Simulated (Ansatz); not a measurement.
# AlClH4OSi: rotation by 120° about the O1–Si2 bond, part 2 of 2

How high is the barrier for the rotation by 120° about the O1–Si2 bond? Relax the two ends, then run a nudged elastic band between them. SMILES of the start: O[SiH2][AlH][Cl].

Ansatz 0.2.0; RKS B3LYP-D4/def2-SVP. Earlier steps stand in the parts before.

## Step 4: Nudged elastic band

crystal.atoms is end A as relaxed above, and neb.final_atoms is end B, turned to lie on A. With 7 inner images the band has 9 in all.

The input, input.yaml:

```yaml
crystal:
  periodic: [false, false, false]
  atoms:
    - { symbol: O, position_ang: [-1.646307, -0.839621, 0.84897] }
    - { symbol: Si, position_ang: [-0.796721, -0.210658, -0.460205] }
    - { symbol: Al, position_ang: [1.5028, 0.381548, 0.189815] }
    - { symbol: Cl, position_ang: [2.948074, 0.684003, -1.334425] }
    - { symbol: H, position_ang: [-1.723534, -0.27808, 1.62909] }
    - { symbol: H, position_ang: [-1.496227, 0.975546, -1.06117] }
    - { symbol: H, position_ang: [-0.79898, -1.287373, -1.49116] }
    - { symbol: H, position_ang: [2.010906, 0.574635, 1.679085] }
basis:
  gaussian: { orbitals: def2-SVP }
hamiltonian:
  xc: b3lyp
  dispersion: d4
neb:
  order_check: false
  images: 7
  f_tol: 0.05
  max_iterations: 33
  initial_path: idpp
  final_atoms:
    - { symbol: O, position_ang: [-1.43674071, -0.4774959, 1.15036059] }
    - { symbol: Si, position_ang: [-0.72075058, -0.14765478, -0.33552658] }
    - { symbol: Al, position_ang: [1.60655101, 0.40087182, 0.18737826] }
    - { symbol: Cl, position_ang: [2.89965165, 0.74106898, -1.46177833] }
    - { symbol: H, position_ang: [-2.37141393, -0.71800088, 1.14837404] }
    - { symbol: H, position_ang: [-1.41231907, 0.98405787, -1.0412034] }
    - { symbol: H, position_ang: [-0.82170798, -1.31998586, -1.26861361] }
    - { symbol: H, position_ang: [2.25674061, 0.53713875, 1.62100904] }
```

Run with:

```
$ ansatz run input.yaml --threads 1 --pin off --max-ram 2048MiB --backend cpu --events-out ev --progress --plain --runs-dir out
```

Standard output, cut to the lines that bear on the results:

```text
Warning: RAYON_NUM_THREADS=1 ignored (pool sized by the plan → 1); use --threads N
[...]
Functional definition: B3LYP
[...]
877 factors; integrals over basis functions are off by at most 2.7e-4 eV
[...]
mean field -29103.23723113 eV, -1069.5242413614 hartree, gradient 1.5e-5 eV, S^2 0.000000; 0 other end points of the search recorded, 0 dependent functions left out
[...]
reference -29103.23749485 eV, -1069.5242510530 hartree; 28, 28 occupied and 60, 60 virtual orbitals, 877 factors
877 factors; integrals over basis functions are off by at most 4.2e-4 eV
[...]
mean field -29103.26580271 eV, -1069.5252913477 hartree, gradient 4.7e-5 eV, S^2 0.000000; 0 other end points of the search recorded, 0 dependent functions left out
[...]
reference -29103.26607458 eV, -1069.5253013387 hartree; 28, 28 occupied and 60, 60 virtual orbitals, 877 factors
[...]
NEB iter   6: max|band force component| = 4.705e-2 eV/Å  barrier→ = 0.0201 eV  barrier← = 0.0509 eV  CI = image 4  Δτ_max = 0.0000 Å  (331 SCF iters)
Total energy: -29103.48542488 eV, -1069.5333623134 hartree
Atom 0 at    -1.511930    -0.780421     1.007416 Å, force    -0.005223    -0.019489     0.033824 eV/Å
Atom 1 at    -0.750991    -0.200481    -0.375589 Å, force     0.017921     0.020934    -0.046366 eV/Å
Atom 2 at     1.593145     0.312878     0.151224 Å, force     0.007812     0.001251    -0.009761 eV/Å
Atom 3 at     2.929255     0.634186    -1.469237 Å, force    -0.008043    -0.002373     0.006274 eV/Å
Atom 4 at    -2.161644    -0.205891     1.425869 Å, force    -0.017156     0.004462     0.013952 eV/Å
Atom 5 at    -1.463446     1.019310    -0.890175 Å, force     0.002909     0.001602     0.000999 eV/Å
Atom 6 at    -0.852201    -1.236928    -1.447813 Å, force     0.004955    -0.004596    -0.001443 eV/Å
Atom 7 at     2.217823     0.457349     1.598305 Å, force    -0.003175    -0.001792     0.002520 eV/Å
Dipole moment:    -0.357634     0.178860     0.208998 e Å
this run last wrote the band of iteration 6 to <dir>
```

Run time: 7.6 min. Hardware: 1 thread of AMD EPYC (Zen 3), shared host; peak memory 0.19 GiB.

## Step 5: What the band shows

The 7 inner images lie between the fixed ends 0 and 8. Energy is taken from image 0, and the path length is the program's own coordinate along the band.

| image | path (Å) | energy (eV) | dihedral H5–O1–Si2–Al3 (°) | band force (eV/Å) |
| --- | --- | --- | --- | --- |
| 0 | 0.000 | 0.0000 | 58 | - |
| 1 | 0.166 | 0.0018 | 66 | 0.022 |
| 2 | 0.331 | 0.0079 | 79 | 0.036 |
| 3 | 0.497 | 0.0162 | 93 | 0.044 |
| 4* | 0.663 | 0.0201 | 109 | 0.047 |
| 5 | 0.860 | 0.0108 | 129 | 0.020 |
| 6 | 1.057 | -0.0089 | 148 | 0.015 |
| 7 | 1.255 | -0.0250 | 166 | 0.007 |
| 8 | 1.452 | -0.0307 | 180 | - |

The star marks the climbing image.

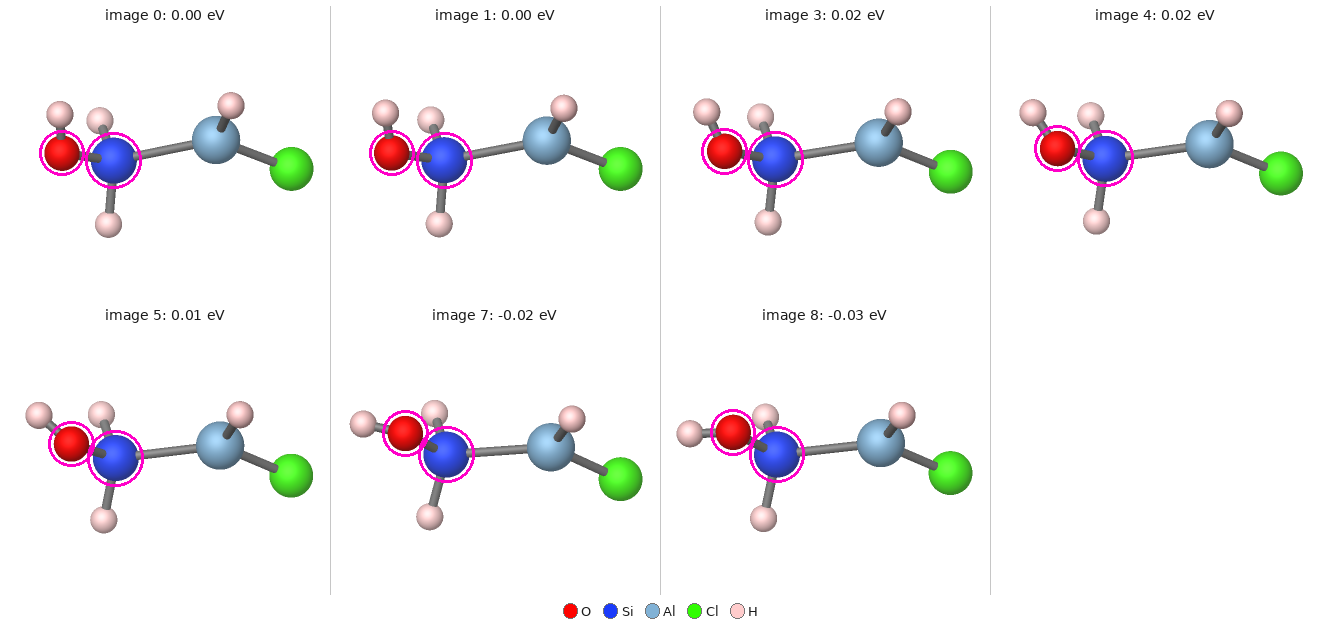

Snapshots along the band, viewed from a free direction. Ringed: O1, Si2. Sticks join atoms closer than a bonding distance in each image.

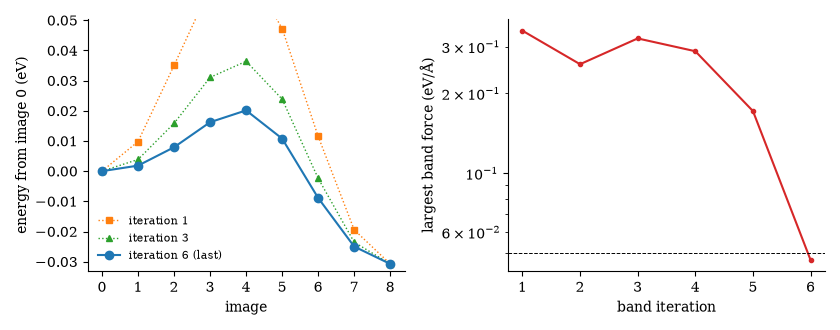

Left: energy of each image for early iterations and the last one (lines only join the points; early values far above the last band run off the scale). Right: the largest band force by iteration, with the threshold dashed.

How the highest energy settled:

| iteration | highest image above image 0 (eV) | largest band force (eV/Å) |
| --- | --- | --- |
| 1 | 0.0681 | 0.344 |
| 2 | 0.0517 | 0.257 |
| 3 | 0.0364 | 0.322 |
| 4 | 0.0317 | 0.288 |
| 5 | 0.0225 | 0.171 |
| 6 | 0.0201 | 0.047 |

The band as a trajectory file:

```xyz
8
image=0 dE=0.0000
O    -1.646   -0.840    0.849
Si   -0.797   -0.211   -0.460
Al    1.503    0.382    0.190
Cl    2.948    0.684   -1.334
H    -1.724   -0.278    1.629
H    -1.496    0.976   -1.061
H    -0.799   -1.287   -1.491
H     2.011    0.575    1.679
8
image=1 dE=0.0018
O    -1.653   -0.840    0.857
Si   -0.784   -0.209   -0.437
Al    1.525    0.364    0.198
Cl    2.919    0.695   -1.369
H    -1.838   -0.243    1.591
H    -1.474    0.985   -1.034
H    -0.782   -1.279   -1.476
H     2.087    0.526    1.671
8
image=2 dE=0.0079
O    -1.628   -0.840    0.887
Si   -0.771   -0.208   -0.414
Al    1.550    0.349    0.191
Cl    2.913    0.684   -1.404
H    -1.958   -0.213    1.540
H    -1.469    0.995   -0.984
H    -0.786   -1.264   -1.466
H     2.148    0.497    1.650
8
image=3 dE=0.0162
O    -1.577   -0.826    0.938
Si   -0.759   -0.205   -0.393
Al    1.574    0.333    0.174
Cl    2.921    0.659   -1.436
H    -2.067   -0.200    1.482
H    -1.469    1.007   -0.929
H    -0.812   -1.247   -1.461
H     2.189    0.480    1.626
8
image=4 dE=0.0201
O    -1.512   -0.780    1.007
Si   -0.751   -0.200   -0.376
Al    1.593    0.313    0.151
Cl    2.929    0.634   -1.469
H    -2.162   -0.206    1.426
H    -1.463    1.019   -0.890
H    -0.852   -1.237   -1.448
H     2.218    0.457    1.598
8
image=5 dE=0.0108
O    -1.433   -0.691    1.085
Si   -0.743   -0.186   -0.364
Al    1.610    0.290    0.131
Cl    2.940    0.595   -1.496
H    -2.247   -0.260    1.366
H    -1.451    1.040   -0.871
H    -0.912   -1.227   -1.426
H     2.238    0.440    1.575
8
image=6 dE=-0.0089
O    -1.388   -0.580    1.144
Si   -0.742   -0.157   -0.351
Al    1.623    0.271    0.118
Cl    2.945    0.559   -1.519
H    -2.308   -0.348    1.317
H    -1.428    1.069   -0.884
H    -0.962   -1.222   -1.383
H     2.260    0.407    1.557
8
image=7 dE=-0.0250
O    -1.385   -0.469    1.182
Si   -0.744   -0.115   -0.333
Al    1.633    0.260    0.114
Cl    2.934    0.529   -1.542
H    -2.344   -0.449    1.278
H    -1.399    1.103   -0.920
H    -0.993   -1.217   -1.322
H     2.298    0.357    1.544
8
image=8 dE=-0.0307
O    -1.443   -0.438    1.158
Si   -0.730   -0.113   -0.330
Al    1.623    0.332    0.177
Cl    2.913    0.647   -1.480
H    -2.387   -0.640    1.162
H    -1.381    1.058   -1.010
H    -0.888   -1.264   -1.281
H     2.293    0.417    1.605
```

## Step 6: Vibrations at the top

The geometry is the highest inner image of the first converged band.

The input, input.yaml:

```yaml
crystal:
  periodic: [false, false, false]
  atoms:
    - { symbol: O, position_ang: [-1.51193, -0.780421, 1.007416] }
    - { symbol: Si, position_ang: [-0.750991, -0.200481, -0.375589] }
    - { symbol: Al, position_ang: [1.593145, 0.312878, 0.151224] }
    - { symbol: Cl, position_ang: [2.929255, 0.634186, -1.469237] }
    - { symbol: H, position_ang: [-2.161644, -0.205891, 1.425869] }
    - { symbol: H, position_ang: [-1.463446, 1.01931, -0.890175] }
    - { symbol: H, position_ang: [-0.852201, -1.236928, -1.447813] }
    - { symbol: H, position_ang: [2.217823, 0.457349, 1.598305] }
basis:
  gaussian: { orbitals: def2-SVP }
hamiltonian:
  xc: b3lyp
  dispersion: d4
phonons: {}
```

Run with:

```
$ ansatz run input.yaml --threads 1 --pin off --max-ram 2048MiB --backend cpu --events-out ev --progress --plain --runs-dir out
```

Standard output, cut to the lines that bear on the results:

```text
Warning: RAYON_NUM_THREADS=1 ignored (pool sized by the plan → 1); use --threads N
[...]
[... 1 set-up line as earlier in the session ...]
[...]
876 factors; integrals over basis functions are off by at most 2.6e-4 eV
[...]
mean field -29103.21686890 eV, -1069.5234930630 hartree, gradient 4.5e-5 eV, S^2 0.000000; 0 other end points of the search recorded, 0 dependent functions left out
[...]
reference -29103.21713267 eV, -1069.5235027566 hartree; 28, 28 occupied and 60, 60 virtual orbitals, 876 factors
[...]
876 factors; integrals over basis functions are off by at most 2.6e-4 eV
[...]
mean field -29103.21671307 eV, -1069.5234873365 hartree, gradient 1.3e-6 eV, S^2 0.000000; 0 other end points of the search recorded, 0 dependent functions left out
[...]
reference -29103.21697692 eV, -1069.5234970329 hartree; 28, 28 occupied and 60, 60 virtual orbitals, 876 factors
[...]
876 factors; integrals over basis functions are off by at most 2.6e-4 eV
[...]
WARN: phonons: modes at or below zero, which the zero-point energy, F, S and C_V leave out: 1, the lowest at -247.80 cm⁻¹. A minimum has none, and a first-order saddle one
[...]
Total energy: -29103.48542668 eV, -1069.5333623796 hartree
Atom 0 at    -1.511930    -0.780421     1.007416 Å, force    -0.005242    -0.019443     0.033829 eV/Å
Atom 1 at    -0.750991    -0.200481    -0.375589 Å, force     0.017947     0.020906    -0.046376 eV/Å
Atom 2 at     1.593145     0.312878     0.151224 Å, force     0.007832     0.001248    -0.009744 eV/Å
Atom 3 at     2.929255     0.634186    -1.469237 Å, force    -0.008055    -0.002371     0.006271 eV/Å
Atom 4 at    -2.161644    -0.205891     1.425869 Å, force    -0.017145     0.004442     0.013950 eV/Å
Atom 5 at    -1.463446     1.019310    -0.890175 Å, force     0.002897     0.001596     0.001006 eV/Å
Atom 6 at    -0.852201    -1.236928    -1.447813 Å, force     0.004947    -0.004590    -0.001456 eV/Å
Atom 7 at     2.217823     0.457349     1.598305 Å, force    -0.003180    -0.001789     0.002520 eV/Å
Dipole moment:    -0.357633     0.178860     0.208999 e Å
Vibrations: -247.80 19.16 82.69 175.33 322.39 393.44 489.55 528.34 650.04 678.98 818.65 856.56 913.44 939.41 1938.38 2153.40 2196.66 3891.46 cm⁻¹, zero-point energy 1.056835 eV
```

Wall time 6.5 min (1 thread of AMD EPYC (Zen 3), shared host); peak memory 0.19 GiB.

Of 18 modes, 1 is imaginary by more than 30 cm⁻¹ (248i cm⁻¹).

## Step 7: What came out

The summary covers parts 1 to 2.

| quantity | value |
| --- | --- |
| end A | 10 moves, 0.212 eV lower |
| end B | 7 moves, 0.334 eV lower |
| barrier forwards | 0.020 eV |
| barrier backwards | 0.051 eV |
| second end relative to first | -0.031 eV |
| highest image | 4 of 0 to 8, climbing |
| band iterations | 6 |
| imaginary modes at the top | 248i cm⁻¹ |

In words: Along this path the system climbs 0.020 eV from the first end (0.8 kT at 300 K). The second end lies 0.031 eV below the first, so the way back costs 0.051 eV. The listed dihedral goes from 58° at end A through 109° at the highest image to 180° at end B. One imaginary mode, as a first-order saddle point has. Zero-point energy and entropy are left out.
